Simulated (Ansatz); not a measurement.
Run report: CH₃FNSi (charge −1), phonon calculation

- system: CH₃FNSi, charge −1
- method: RKS B3LYP-D4/STO-3G (Ansatz 0.2.0)

It belongs to a series of runs on one base structure; here: vibrations at the highest image of the band. Figures and captions count atoms from 1; the log counts them from 0 in places.

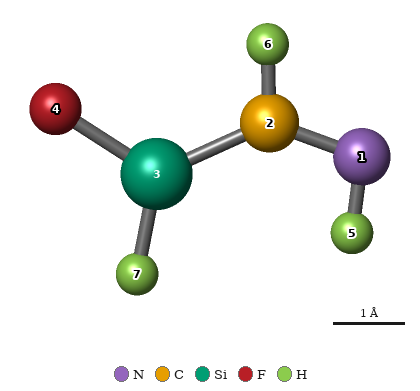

The structure as given in the input (ball-and-stick view, seen on its broad side; atoms are numbered from 1 in the order of the input). Bond lengths as drawn: C–H 1.11 Å, C–N 1.39 Å, C–Si 1.75 Å, F–Si 1.70 Å, H–N 1.09 Å and H–Si 1.45 Å.

## Input
```yaml
crystal:
  periodic: [false, false, false]
  atoms:
    - { symbol: "N", position_ang: [0.889299, 0.849959, -1.420122] }
    - { symbol: C, position_ang: [-0.019654, 0.668806, -0.386113] }
    - { symbol: Si, position_ang: [-0.3683, -0.613841, 0.74917] }
    - { symbol: F, position_ang: [-1.59592, -0.495395, 1.915572] }
    - { symbol: H, position_ang: [1.448228, -0.083639, -1.42022] }
    - { symbol: H, position_ang: [-0.679608, 1.553994, -0.259631] }
    - { symbol: H, position_ang: [0.325967, -1.879885, 0.821344] }
total_charge: -1
basis:
  gaussian: { orbitals: STO-3G }
hamiltonian:
  xc: b3lyp
  dispersion: d4
phonons: {}
```

Hardware: 1 thread of Intel Xeon @ 2.70GHz, 189 GiB of memory available, shared host.

Run as:
```bash
ansatz run input.yaml --threads 1 --pin off --max-ram 2048MiB --backend cpu --events-out ev --progress --plain --runs-dir out
```

## Output
```
Engine: ansatz 0.2.0, x86_64-unknown-linux-gnu
Functional definition: B3LYP
  parameter a0 = 0.2
  parameter ax = 0.72
  parameter ac = 0.81
  exchange = (1 - a0 - ax)*slater_x + ax*b88_x + a0*exact_x
  correlation = (1 - ac)*vwn_rpa_c + ac*lyp_c
379 factors; integrals over basis functions are off by at most 8.8e-6 eV
mean field evaluation 1: about -12995.4028 eV, gradient 3.1e1 eV
mean field evaluation 2: about -12923.4251 eV, gradient 1.4e2 eV
mean field evaluation 4: about -12999.8840 eV, gradient 7.4e0 eV
mean field evaluation 8: about -13000.0158 eV, gradient 2.0e-1 eV
mean field evaluation 16: about -13000.0160 eV, gradient 4.1e-6 eV
mean field -13000.01603079 eV, -477.7417774040 hartree, gradient 4.1e-6 eV, S^2 0.000000; 0 other end points of the search recorded, 0 dependent functions left out
the calculation of the forces begins
reference -13000.01617629 eV, -477.7417827513 hartree; 20, 20 occupied and 7, 7 virtual orbitals, 379 factors
these checks for a lower state are left out or cut short: stability, starts, cluster_reference, orbital_swaps, neighbouring_geometries, increment
379 factors; integrals over basis functions are off by at most 8.8e-6 eV
mean field -13000.01594658 eV, -477.7417743097 hartree, gradient 2.2e-6 eV, S^2 0.000000; 0 other end points of the search recorded, 0 dependent functions left out
[... from here on the field's lines of each further geometry are left out, up to the last ...]
the calculation of the forces begins
reference -13000.01618388 eV, -477.7417830301 hartree; 20, 20 occupied and 7, 7 virtual orbitals, 379 factors
these checks for a lower state are left out or cut short: stability, starts, cluster_reference, orbital_swaps, neighbouring_geometries, increment
379 factors; integrals over basis functions are off by at most 8.8e-6 eV
mean field -13000.01601613 eV, -477.7417768653 hartree, gradient 1.4e-6 eV, S^2 0.000000; 0 other end points of the search recorded, 0 dependent functions left out
the calculation of the forces begins
reference -13000.01616162 eV, -477.7417822120 hartree; 20, 20 occupied and 7, 7 virtual orbitals, 379 factors
WARN: phonons: modes at or below zero, which the zero-point energy, F, S and C_V leave out: 1, the lowest at -796.63 cm⁻¹. A minimum has none, and a first-order saddle one
Total energy: -13000.25830714 eV, -477.7506808959 hartree
Atom 0 at     0.889299     0.849959    -1.420122 Å, force    -0.004304     0.004816     0.002287 eV/Å
Atom 1 at    -0.019654     0.668806    -0.386113 Å, force    -0.002425    -0.005869    -0.015674 eV/Å
Atom 2 at    -0.368300    -0.613841     0.749170 Å, force     0.021473    -0.036113     0.004513 eV/Å
Atom 3 at    -1.595920    -0.495395     1.915572 Å, force    -0.012218     0.017509     0.004379 eV/Å
Atom 4 at     1.448228    -0.083639    -1.420220 Å, force     0.006388     0.003308    -0.000632 eV/Å
Atom 5 at    -0.679608     1.553994    -0.259631 Å, force    -0.004890     0.012781     0.005792 eV/Å
Atom 6 at     0.325967    -1.879885     0.821344 Å, force    -0.004024     0.003567    -0.000666 eV/Å
Dipole moment:    -0.412325    -0.411465     0.668411 e Å
Vibrations: -796.63 183.49 259.41 414.66 664.52 779.25 892.15 964.00 1032.95 1283.18 1489.16 1625.06 2572.83 3221.45 3227.62 cm⁻¹, zero-point energy 1.153655 eV
```

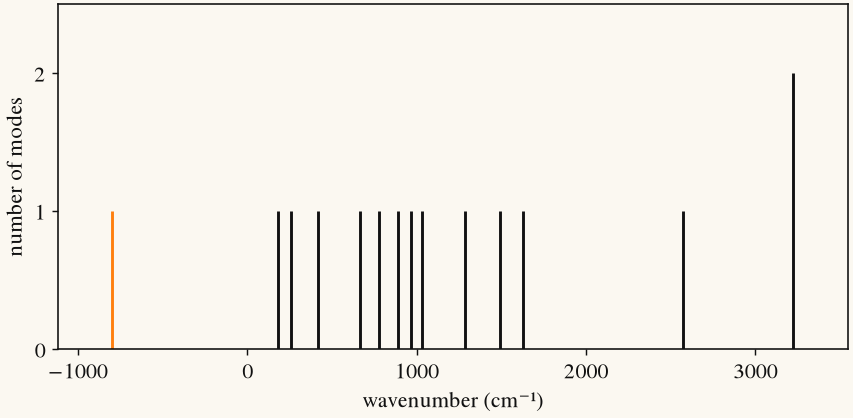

Harmonic vibrational wavenumbers from the force constants; neighbouring modes closer than 18 cm⁻¹ are counted in one stick, and imaginary ones are drawn at negative wavenumbers. 15 modes from 797i to 3228 cm⁻¹, 1 imaginary beyond 8i (797i cm⁻¹): a first-order saddle point, if the geometry is stationary.

## Key numbers

```tsv
quantity	value
outcome	converged
total energy	−13000.2583 eV
mean-field energy	−13000.0162 eV
largest force (length of the vector)	0.042 eV/Å
wall time	28 s
peak memory	0.099 GiB
```
